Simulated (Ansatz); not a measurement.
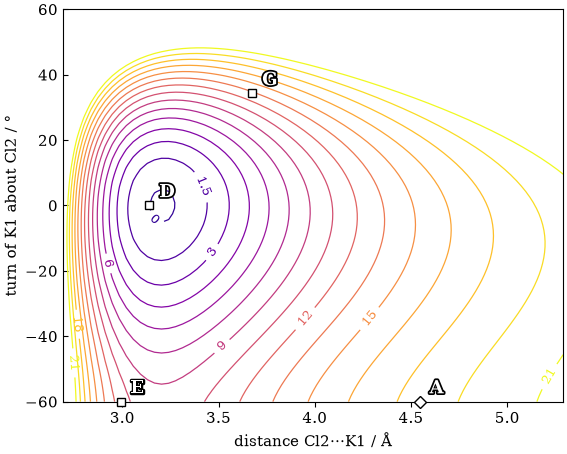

ClHK, charge +1. The turn is about an axis along (0.88, 0.47, 0.00) in the frame of the relaxed pair, normal to the line between the partners. The first coordinate is: distance Cl2···K1; the second: turn of K1 about Cl2. The scan uses a 15 × 15 grid. All energies are given in kJ/mol relative to the lowest grid point. The calculation used RHF-MP2, frozen core/def2-TZVPD (Ansatz).

In the figure: contour lines labelled in kJ/mol (none above 21), lettered points. Between grid points the surface is interpolated.

What kind of point is each of D, G: minimum, saddle, maximum or slope?

Answer. D: minimum; G: on a slope. (In these two coordinates alone; a stationary point may lie a little off the grid point.)

Rank the lettered points by energy, lowest first.

Answer. D (0.0 kJ/mol), E (11.3 kJ/mol), G (13.3 kJ/mol), A (18.6 kJ/mol).
